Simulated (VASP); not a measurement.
# SiNi: cell size against the level of theory, part 2 of 4

How close do the usual functionals, with and without dispersion, come to the cell of SiNi? The start is a cell from a database of measured crystal structures.

VASP 6.6.1, plane waves and PAW; the level of theory is named at each step.

Still holding for the runs below: The k-mesh is coarse for a metal.

So far. Step 2 (Relaxation with LDA): It ends with a largest force of 0.007 eV/Å and a pressure of 0.01 GPa. The volume lies -4.3 % from that of the database's start, which holds the thermal and zero-point expansion of its experiment. LDA is known to overbind. The conventional cell has a = 5.043, b = 3.352 and c = 5.481 Å.

## 3. Relaxation with PBEsol

This step: PBEsol, spin-polarised from a ferromagnetic start; plane waves and PAW (Si, Ni) (VASP 6.6.1).

PBEsol restores the gradient expansion of exchange and is tuned for the cells of solids.

INCAR reads:

```
SYSTEM = SiNi
PREC = Accurate
ENCUT = 520
EDIFF = 1E-06
NELM = 100
ISMEAR = -1
SIGMA = 0.05
LREAL = .FALSE.
ALGO = Normal
GGA = PS
NBANDS = 43
ISPIN = 2
MAGMOM = 0 0 0 0 1 1 1 1
LASPH = .TRUE.
LMAXMIX = 4
LORBIT = 11
LWAVE = .FALSE.
LCHARG = .FALSE.
KPAR = 8
IBRION = 2
NSW = 60
ISIF = 3
EDIFFG = -0.01
```

POSCAR reads:

```
SiNi
1.0
    5.1731000000      0.0000000000      0.0000000000
    0.0000000000      3.3381000000      0.0000000000
    0.0000000000      0.0000000000      5.6049000000
Si Ni
4 4
Direct
    0.3212800000      0.7500000000      0.0825000000
    0.1787200000      0.2500000000      0.5825000000
    0.8212800000      0.7500000000      0.4175000000
    0.6787200000      0.2500000000      0.9175000000
    0.0077900000      0.2500000000      0.1875200000
    0.4922100000      0.7500000000      0.6875200000
    0.5077900000      0.2500000000      0.3124800000
    0.9922100000      0.7500000000      0.8124800000
```

KPOINTS reads:

```
Automatic mesh
0
Gamma
5 7 4
0 0 0
```

PAW data sets: Si and Ni (PBE family, release 64).

Command:

```sh
mpirun -np 8 vasp_std
```

Numbers of over 12 decimals in the logs are rounded to 6 here.

The program printed:

```text
[banner, memory and clock lines left out]
running    8 mpi-ranks, on    1 nodes
 distrk:  each k-point on    1 cores,    8 groups
 distr:  one band on    1 cores,    1 groups

 POSCAR found type information on POSCAR SiNi
 POSCAR found :  2 types and       8 ions
 [... a notice as in an earlier step ...]

 [... a notice as in an earlier step ...]

 LDA part: xc-table for (Slater+PW92), standard interpolation
 POSCAR, INCAR and KPOINTS ok, starting setup
 FFT: planning ... GRIDC
 FFT: planning ... GRID_SOFT
 FFT: planning ... GRID
 WAVECAR not read
 entering main loop
       N       E                     dE             d eps       ncg     rms          rms(c)
DAV:   1     0.370654536670E+03    0.37065E+03   -0.23545E+04  6192   0.153E+03
DAV:   2    -0.248895749983E+02   -0.39554E+03   -0.37210E+03  6195   0.336E+02
DAV:   3    -0.585501326463E+02   -0.33661E+02   -0.31981E+02  6953   0.113E+02
DAV:   4    -0.596135627290E+02   -0.10634E+01   -0.10556E+01  7450   0.188E+01
DAV:   5    -0.596454761720E+02   -0.31913E-01   -0.31890E-01  7517   0.307E+00    0.308E+01
DAV:   6    -0.706817606629E+02   -0.11036E+02   -0.10964E+02  7270   0.159E+02    0.395E+01
DAV:   7    -0.523338485770E+02    0.18348E+02   -0.41134E+01  7446   0.992E+01    0.613E+00
DAV:   8    -0.523652283192E+02   -0.31380E-01   -0.49111E+00  9054   0.175E+01    0.384E+00
DAV:   9    -0.522599342943E+02    0.10529E+00   -0.49910E-01  8180   0.814E+00    0.997E-01
DAV:  10    -0.522580279367E+02    0.19064E-02   -0.17643E-02  8020   0.140E+00    0.599E-01
DAV:  11    -0.522565431002E+02    0.14848E-02   -0.19947E-03  8040   0.362E-01    0.344E-01
DAV:  12    -0.522561888122E+02    0.35429E-03   -0.71352E-04  8424   0.317E-01    0.153E-01
DAV:  13    -0.522561687345E+02    0.20078E-04   -0.16208E-04  8018   0.160E-01    0.632E-02
DAV:  14    -0.522561586461E+02    0.10088E-04   -0.23023E-05  9090   0.506E-02    0.306E-02
DAV:  15    -0.522561554056E+02    0.32405E-05   -0.55351E-06  7456   0.156E-02    0.119E-02
DAV:  16    -0.522561546551E+02    0.75047E-06   -0.10323E-06  3851   0.684E-03
   1 F= -.52256155E+02 E0= -.52251724E+02  d E =-.522562E+02  mag=    -0.0001
 curvature:   0.00 expect dE= 0.000E+00 dE for cont linesearch  0.000E+00
 trial: gam= 0.00000 g(F)=  0.141E-02 g(S)=  0.115E+00 ort = 0.000E+00 (trialstep = 0.100E+01)
 search vector abs. value=  0.116E+00
 bond charge predicted
       N       E                     dE             d eps       ncg     rms          rms(c)
DAV:   1    -0.543022097938E+02   -0.20461E+01   -0.16380E+01  6999   0.493E+01    0.134E+01
DAV:   2    -0.563688861580E+02   -0.20667E+01   -0.22706E+01  7110   0.774E+01    0.161E+01
DAV:   3    -0.522771266867E+02    0.40918E+01   -0.94576E+00  7095   0.505E+01    0.178E+00
DAV:   4    -0.522894094030E+02   -0.12283E-01   -0.57002E-01  7134   0.354E+00    0.170E+00
DAV:   5    -0.522596790665E+02    0.29730E-01   -0.58445E-02  7483   0.350E+00    0.416E-01
DAV:   6    -0.522588773300E+02    0.80174E-03   -0.77453E-03  7609   0.845E-01    0.141E-01
DAV:   7    -0.522589456094E+02   -0.68279E-04   -0.48449E-04  9080   0.231E-01    0.758E-02
DAV:   8    -0.522589150554E+02    0.30554E-04   -0.90462E-05  7758   0.126E-01    0.145E-02
DAV:   9    -0.522589157947E+02   -0.73925E-06   -0.12814E-05  7101   0.187E-02    0.318E-03
DAV:  10    -0.522589156631E+02    0.13158E-06   -0.41895E-07  3665   0.575E-03
   2 F= -.52258916E+02 E0= -.52254442E+02  d E =-.276101E-02  mag=     0.0000
[... from here on, the cycles between the ionic steps are left out ...]
   3 F= -.52287261E+02 E0= -.52282889E+02  d E =-.311059E-01  mag=     0.0000
   4 F= -.52287247E+02 E0= -.52282877E+02  d E =-.310924E-01  mag=     0.0000
   5 F= -.52289876E+02 E0= -.52285351E+02  d E =-.262892E-02  mag=    -0.0000
   6 F= -.52292148E+02 E0= -.52287192E+02  d E =-.490116E-02  mag=    -0.0000
   7 F= -.52293923E+02 E0= -.52288885E+02  d E =-.177479E-02  mag=    -0.0000
   8 F= -.52294835E+02 E0= -.52289857E+02  d E =-.268638E-02  mag=     0.0000
   9 F= -.52296272E+02 E0= -.52291368E+02  d E =-.143777E-02  mag=     0.0000
  10 F= -.52296451E+02 E0= -.52291576E+02  d E =-.161631E-02  mag=     0.0000
  11 F= -.52296801E+02 E0= -.52291931E+02  d E =-.350160E-03  mag=    -0.0000
  12 F= -.52297054E+02 E0= -.52292187E+02  d E =-.603133E-03  mag=     0.0000
  13 F= -.52297055E+02 E0= -.52292188E+02  d E =-.604310E-03  mag=    -0.0000
 curvature:  -1.70 expect dE=-0.135E-03 dE for cont linesearch -0.209E-06
 trial: gam= 0.00908 g(F)=  0.339E-04 g(S)=  0.458E-04 ort =-0.119E-04 (trialstep = 0.910E+00)
 search vector abs. value=  0.796E-04
 bond charge predicted
       N       E                     dE             d eps       ncg     rms          rms(c)
DAV:   1    -0.522972255754E+02   -0.16992E-03   -0.27569E-03  7814   0.396E-01    0.100E-01
DAV:   2    -0.522973122530E+02   -0.86678E-04   -0.13060E-03  7214   0.547E-01    0.118E-01
DAV:   3    -0.522971086441E+02    0.20361E-03   -0.49993E-04  7128   0.362E-01    0.264E-02
DAV:   4    -0.522970980111E+02    0.10633E-04   -0.33379E-05  8738   0.435E-02    0.700E-03
DAV:   5    -0.522970975452E+02    0.46590E-06   -0.40418E-06  6333   0.232E-02
  14 F= -.52297098E+02 E0= -.52292224E+02  d E =-.423130E-04  mag=    -0.0000
 trial-energy change:   -0.000042  1 .order   -0.000041   -0.000072   -0.000009
 step:   1.0359(harm=  1.0359)  dis= 0.00060  next Energy=   -52.297096 (dE=-0.412E-04)
 reached required accuracy - stopping structural energy minimisation
```

The job ended after 3 min (8 MPI ranks of Intel Xeon 6975P-C (Granite Rapids), shared host; peak memory 3.5 GiB).

OUTCAR, selected parts (step 3):

```text
 Found     36 irreducible k-points:

   NELECT =      56.0000    total number of electrons

 E-fermi :  10.6740

 spin component 1
 k-point     1 :       0.0000    0.0000    0.0000
  band No.  band energies     occupation
    ...
     24       8.6611      1.00000
     25       8.9210      1.00000
     26       9.3124      1.00000
     27       9.5528      1.00000
     28       9.7752      1.00000
     29      11.3819      0.00000
     30      12.1011      0.00000
     31      14.0136      0.00000
     32      14.4444      0.00000
     33      14.6310      0.00000
    ...

 k-point     2 :       0.2000    0.0000    0.0000
  band No.  band energies     occupation
    ...
     24       8.6702      1.00000
     25       8.8163      1.00000
     26       9.2907      1.00000
     27       9.8894      1.00000
     28       9.9562      1.00000
     29      12.4540      0.00000
     30      12.5712      0.00000
     31      13.5371      0.00000
     32      14.6084      0.00000
     33      14.6927      0.00000
    ...

 k-point     3 :       0.4000    0.0000    0.0000
  band No.  band energies     occupation
    ...
     22       8.3289      1.00000
     23       8.5881      1.00000
     24       8.6449      1.00000
     25       8.7576      1.00000
     26       8.9259      1.00000
     27      10.9833      0.00206
     28      10.9998      0.00148
     29      12.3130      0.00000
     30      12.6906      0.00000
     31      14.1907      0.00000
    ...

 k-point     4 :       0.0000    0.1429    0.0000
  band No.  band energies     occupation
    ...
     24       8.6831      1.00000
     25       8.9115      1.00000
     26       9.3311      1.00000
     27       9.5853      1.00000
     28       9.8746      1.00000
     29      11.3365      0.00000
     30      12.3049      0.00000
     31      12.3100      0.00000
     32      13.0296      0.00000
     33      14.3974      0.00000
    ...

  Total        0.0246862      0.0177866      0.0425918     -0.0000000      0.0000000      0.0000000
  in kB        0.4187304      0.3016985      0.7224464     -0.0000000      0.0000000      0.0000000
  external PRESSURE =       0.4809584 kB  Pullay stress =       0.0000000 kB

  energy-cutoff  :      520.00
  volume of cell :       94.46
      direct lattice vectors                 reciprocal lattice vectors
     5.076567631  0.000000000  0.000000000     0.196983488  0.000000000  0.000000000
    -0.000000000  3.372968189  0.000000000    -0.000000000  0.296474779  0.000000000
     0.000000000  0.000000000  5.516305198     0.000000000  0.000000000  0.181280760

 POSITION                                       TOTAL-FORCE (eV/Angst)
 -----------------------------------------------------------------------------------
      1.63170      2.52973      0.48350         0.004978      0.000000     -0.001926
      0.90658      0.84324      3.24166        -0.004978     -0.000000     -0.001926
      4.16999      2.52973      2.27465         0.004978      0.000000      0.001926
      3.44486      0.84324      5.03280        -0.004978     -0.000000      0.001926
      0.04955      0.84324      1.03363        -0.001339     -0.000000     -0.002381
      2.48873      2.52973      3.79178         0.001339      0.000000     -0.002381
      2.58784      0.84324      1.72453        -0.001339     -0.000000      0.002381
      5.02702      2.52973      4.48268         0.001339      0.000000      0.002381
 -----------------------------------------------------------------------------------
    total drift:                               -0.000000      0.000000     -0.000000

  FREE ENERGIE OF THE ION-ELECTRON SYSTEM (eV)
  ---------------------------------------------------
  free  energy   TOTEN  =       -52.2970975452 eV

  energy  without entropy=      -52.2873509540  energy(sigma->0) =      -52.29222425

 total charge
# of ion       s       p       d       tot
------------------------------------------
    1        0.759   0.862   0.000   1.621
    2        0.759   0.862   0.000   1.621
    3        0.759   0.862   0.000   1.621
    4        0.759   0.862   0.000   1.621
    5        0.516   0.676   8.466   9.658
    6        0.516   0.676   8.466   9.658
    7        0.516   0.676   8.466   9.658
    8        0.516   0.676   8.466   9.658
--------------------------------------------------
tot          5.100   6.151  33.863  45.114

 magnetization (x)
# of ion       s       p       d       tot
------------------------------------------
    1        0.000  -0.000   0.000   0.000
    2        0.000  -0.000   0.000   0.000
    3        0.000  -0.000   0.000   0.000
    4        0.000  -0.000   0.000   0.000
    5       -0.000  -0.000  -0.000  -0.000
    6       -0.000  -0.000  -0.000  -0.000
    7       -0.000  -0.000  -0.000  -0.000
    8       -0.000  -0.000  -0.000  -0.000
--------------------------------------------------
tot          0.000  -0.000  -0.000  -0.000

[... 9 parts as in an earlier step ...]

[... 4 further parts left out ...]
```

CONTCAR:

```
SiNi
   1.00000000000000
     5.0765676314995503    0.0000000000000000    0.0000000000000000
    -0.0000000000000000    3.3729681892603312    0.0000000000000000
     0.0000000000000000    0.0000000000000000    5.5163051976420210
  Si              Ni
     4     4
Direct
     0.3214187772521342    0.7500000000000000    0.0876499266015410
     0.1785812227478658    0.2500000000000000    0.5876499266015410
     0.8214187772521342    0.7500000000000000    0.4123500733984590
     0.6785812227478658    0.2500000000000000    0.9123500733984590
     0.0097608466692166    0.2500000000000000    0.1873764872310870
     0.4902391533307834    0.7500000000000000    0.6873764872310872
     0.5097608466692167    0.2500000000000000    0.3126235127689130
     0.9902391533307833    0.7500000000000000    0.8126235127689128
```

The PAW data sets were made with PBE, which is usual practice but a small mismatch for other functionals.

Step by step:

```csv
step,energy less that of the first step (eV),largest force (eV/Å),pressure (GPa),volume (Å³)
1,0.0000,0.0693,-4.09,96.79
2,-0.0028,0.1061,4.59,92.52
3,-0.0311,0.0703,0.18,94.56
4,-0.0311,0.0700,0.09,94.60
5,-0.0337,0.0575,0.06,94.62
6,-0.0360,0.0411,-0.24,94.64
7,-0.0378,0.0363,0.26,94.46
8,-0.0387,0.0386,0.59,94.25
9,-0.0401,0.0442,0.14,94.47
10,-0.0403,0.0473,-0.14,94.59
11,-0.0406,0.0311,-0.13,94.55
12,-0.0409,0.0132,-0.06,94.48
13,-0.0409,0.0130,-0.03,94.48
14,-0.0409,0.0053,0.05,94.46
```

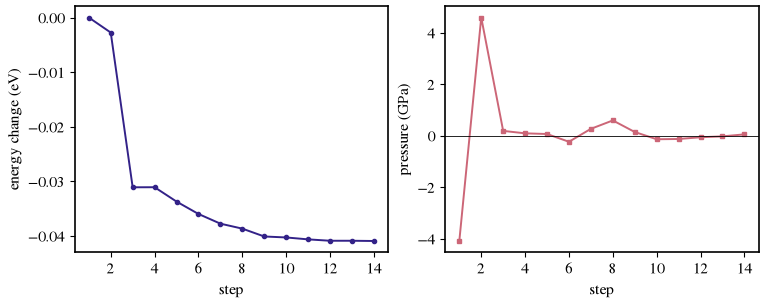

Energy and pressure along the relaxation.

```csv
"conventional cell, symmetrised",before,after,change
a (Å),5.173,5.077,-1.9 %
b (Å),3.338,3.373,+1.0 %
c (Å),5.605,5.516,-1.6 %
volume (Å³/atom),12.10,11.81,-2.4 %
```

The atoms that moved most (Å, as changes of fractional coordinates times the final cell):

```csv
atom,dx,dy,dz,length
Si1,0.001,0.000,0.028,0.028
Si4,-0.001,0.000,-0.028,0.028
Si3,0.001,0.000,-0.028,0.028
Si2,-0.001,0.000,0.028,0.028
Ni8,-0.010,0.000,0.001,0.010
Ni7,0.010,0.000,0.001,0.010
Ni5,0.010,0.000,-0.001,0.010
Ni6,-0.010,0.000,-0.001,0.010
```

Final coordinates:

```xyz
8
Lattice="5.0766 0.0000 0.0000 0.0000 3.3730 0.0000 0.0000 0.0000 5.5163" Properties=species:S:1:pos:R:3 pbc="T T T"
Si    1.6317    2.5297    0.4835
Si    0.9066    0.8432    3.2417
Si    4.1700    2.5297    2.2746
Si    3.4449    0.8432    5.0328
Ni    0.0496    0.8432    1.0336
Ni    2.4887    2.5297    3.7918
Ni    2.5878    0.8432    1.7245
Ni    5.0270    2.5297    4.4827
```

Numbers from this step:

```
free energy (TOTEN)             : -52.2971 eV
energy at zero smearing         : -52.2922 eV
Fermi energy                    : 10.67 eV
pressure                        : 0.04810 GPa
SCF cycles over all ionic steps : 103
```

It ends at 11.81 Å³/atom, -2.4 % from the start, with 0.05 GPa left. The conventional cell has a = 5.077, b = 3.373 and c = 5.516 Å.

## 4. Relaxation with PBE

This step: PBE, spin-polarised from a ferromagnetic start; plane waves and PAW (Si, Ni) (VASP 6.6.1).

PBE, the usual starting point, adds the gradient of the density.

INCAR: that of step 3 with these lines changed.

```diff
@@ -9,3 +9,3 @@
 ALGO = Normal
-GGA = PS
+GGA = PE
 NBANDS = 43
```

POSCAR is that of step 3.

KPOINTS is that of step 3.

Command:

```sh
mpirun -np 8 vasp_std
```

The program printed:

```text
[banner, memory and clock lines left out]
running    8 mpi-ranks, on    1 nodes
[...]
[... a notice as in an earlier step ...]

 LDA part: xc-table for (Slater+PW92), standard interpolation
 POSCAR, INCAR and KPOINTS ok, starting setup
[...]
entering main loop
       N       E                     dE             d eps       ncg     rms          rms(c)
DAV:   1     0.374569823389E+03    0.37457E+03   -0.23586E+04  6192   0.153E+03
DAV:   2    -0.196658627548E+02   -0.39424E+03   -0.37094E+03  6195   0.336E+02
DAV:   3    -0.531579644644E+02   -0.33492E+02   -0.31825E+02  6966   0.113E+02
DAV:   4    -0.542133683135E+02   -0.10554E+01   -0.10478E+01  7423   0.187E+01
[...]
DAV:  14    -0.476190533743E+02    0.14276E-04   -0.25365E-05  8973   0.558E-02    0.285E-02
DAV:  15    -0.476190496222E+02    0.37521E-05   -0.69159E-06  8311   0.169E-02    0.100E-02
DAV:  16    -0.476190486464E+02    0.97578E-06   -0.85937E-07  3655   0.746E-03
   1 F= -.47619049E+02 E0= -.47614613E+02  d E =-.476190E+02  mag=    -0.0001
[...]
3 F= -.47626178E+02 E0= -.47621768E+02  d E =-.712974E-02  mag=     0.0000
   4 F= -.47626161E+02 E0= -.47621749E+02  d E =-.711277E-02  mag=    -0.0000
   5 F= -.47626174E+02 E0= -.47621761E+02  d E =-.712498E-02  mag=    -0.0000
   6 F= -.47628184E+02 E0= -.47623719E+02  d E =-.201071E-02  mag=    -0.0000
   7 F= -.47628634E+02 E0= -.47624073E+02  d E =-.246069E-02  mag=     0.0000
   8 F= -.47628661E+02 E0= -.47624062E+02  d E =-.248769E-02  mag=    -0.0000
   9 F= -.47628979E+02 E0= -.47624324E+02  d E =-.317254E-03  mag=     0.0000
  10 F= -.47629027E+02 E0= -.47624310E+02  d E =-.365707E-03  mag=    -0.0000
  11 F= -.47629264E+02 E0= -.47624486E+02  d E =-.236491E-03  mag=     0.0000
  12 F= -.47629323E+02 E0= -.47624511E+02  d E =-.295630E-03  mag=    -0.0000
  13 F= -.47629265E+02 E0= -.47624390E+02  d E =-.237788E-03  mag=     0.0000
  14 F= -.47629328E+02 E0= -.47624495E+02  d E =-.300969E-03  mag=    -0.0000
  15 F= -.47629433E+02 E0= -.47624557E+02  d E =-.104658E-03  mag=     0.0000
  16 F= -.47629459E+02 E0= -.47624549E+02  d E =-.131236E-03  mag=     0.0000
  17 F= -.47629456E+02 E0= -.47624516E+02  d E =0.291143E-05  mag=    -0.0000
  18 F= -.47629467E+02 E0= -.47624545E+02  d E =-.815984E-05  mag=    -0.0000
[...]
reached required accuracy - stopping structural energy minimisation
```

Elapsed: 3.1 min, on 8 MPI ranks; peak memory 3.4 GiB.

From OUTCAR (step 4):

```text
  Total        0.0030789     -0.0019926     -0.0555028      0.0000000      0.0000000      0.0000000
  in kB        0.0504409     -0.0326439     -0.9092884      0.0000000      0.0000000      0.0000000
  external PRESSURE =      -0.2971638 kB  Pullay stress =       0.0000000 kB

 POSITION                                       TOTAL-FORCE (eV/Angst)
 -----------------------------------------------------------------------------------
      1.65221      2.53335      0.47393         0.008339     -0.000000     -0.001600
      0.92099      0.84445      3.28685        -0.008339      0.000000     -0.001600
      4.22542      2.53335      2.33898         0.008339     -0.000000      0.001600
      3.49420      0.84445      5.15189        -0.008339      0.000000      0.001600
      0.04341      0.84445      1.06149        -0.001836      0.000000      0.001781
      2.52980      2.53335      3.87440         0.001836     -0.000000      0.001781
      2.61661      0.84445      1.75142        -0.001836      0.000000     -0.001781
      5.10300      2.53335      4.56433         0.001836     -0.000000     -0.001781
 -----------------------------------------------------------------------------------
    total drift:                               -0.000000      0.000000     -0.000000

  FREE ENERGIE OF THE ION-ELECTRON SYSTEM (eV)
  ---------------------------------------------------
  free  energy   TOTEN  =       -47.6294673826 eV

  energy  without entropy=      -47.6196225516  energy(sigma->0) =      -47.62454497

 magnetization (x)
# of ion       s       p       d       tot
------------------------------------------
    1        0.000   0.000   0.000   0.000
    2        0.000   0.000   0.000   0.000
    3        0.000   0.000   0.000   0.000
    4        0.000   0.000   0.000   0.000
    5       -0.000  -0.000  -0.000  -0.000
    6       -0.000  -0.000  -0.000  -0.000
    7       -0.000  -0.000  -0.000  -0.000
    8       -0.000  -0.000  -0.000  -0.000
--------------------------------------------------
tot         -0.000   0.000  -0.000  -0.000

[... 2 parts as in an earlier step ...]

[... 2 further parts left out ...]
[key lines of the parts left out:]
E-fermi :  10.2764
```

The steps of the relaxation:

```csv
step,energy less that of the first step (eV),largest force (eV/Å),pressure (GPa),volume (Å³)
1,0.0000,0.0511,1.79,96.79
2,-0.0034,0.0648,-1.64,98.69
3,-0.0071,0.0540,-0.14,97.88
4,-0.0071,0.0544,-0.34,97.94
5,-0.0071,0.0547,-0.32,97.91
6,-0.0091,0.0303,-0.06,97.86
7,-0.0096,0.0224,-0.13,97.83
8,-0.0096,0.0237,-0.07,97.82
9,-0.0099,0.0210,0.01,97.73
10,-0.0100,0.0203,0.18,97.63
11,-0.0102,0.0153,0.14,97.73
12,-0.0103,0.0140,0.04,97.78
13,-0.0102,0.0153,-0.14,97.88
14,-0.0103,0.0138,-0.05,97.81
15,-0.0104,0.0113,-0.04,97.79
16,-0.0104,0.0109,0.06,97.77
17,-0.0104,0.0050,-0.11,97.83
18,-0.0104,0.0085,-0.03,97.80
```

```csv
"conventional cell, symmetrised",before,after,change
a (Å),5.173,5.146,-0.5 %
b (Å),3.338,3.378,+1.2 %
c (Å),5.605,5.626,+0.4 %
volume (Å³/atom),12.10,12.22,+1.0 %
```

The relaxed structure:

```xyz
8
Lattice="5.1464 0.0000 0.0000 0.0000 3.3778 0.0000 0.0000 0.0000 5.6258" Properties=species:S:1:pos:R:3 pbc="T T T"
Si    1.6522    2.5333    0.4739
Si    0.9210    0.8444    3.2868
Si    4.2254    2.5333    2.3390
Si    3.4942    0.8444    5.1519
Ni    0.0434    0.8444    1.0615
Ni    2.5298    2.5333    3.8744
Ni    2.6166    0.8444    1.7514
Ni    5.1030    2.5333    4.5643
```

It ends at 12.22 Å³/atom, +1.0 % from the start, with -0.03 GPa left. The conventional cell has a = 5.146, b = 3.378 and c = 5.626 Å.

(Continued in part 3 of 4.)

[Lines on the potential files, build, host, timing and source positions are cut from VASP's logs without a mark.]

[Logs are printed without paths, hosts, clocks, repeated set-up lines and the standing remarks that a program may print on its own settings, such as how far it seeks lower states.]

[Hosts, paths, dates, database ids (printed as entryN), source tags and the programs' standing remarks are cut or masked in the printed files.]

[A measured line is paired with the nearest computed mode of its activity, which favours agreement.]
